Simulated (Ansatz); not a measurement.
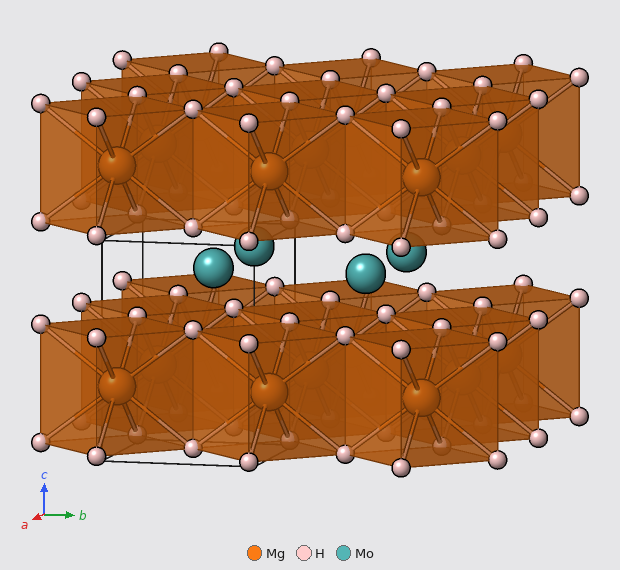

Polyhedra are drawn about Mg (bonds: H–Mg below 2.2 Å); other atoms are plain spheres.

MgMoH4 (space group P4/mmm, No. 123). Coordinates: the geometry relaxed at fixed volume with Ansatz 0.2.0, DFT PBE, scalar-relativistic, plane waves, PAW; the starting structure was generated, so it need not be a known form of this composition.

Sharing among the drawn polyhedra:

| site | polyhedron | corner-sharing neighbours | edge-sharing | face-sharing | bond (Å) |
| --- | --- | --- | --- | --- | --- |
| Mg | MgH8 cube | 0 | 4 | 0 | 1.94 |

They form layers of edge-sharing cubes parallel to (001). Their corner atoms also have Mo as close neighbours (those links are not drawn).
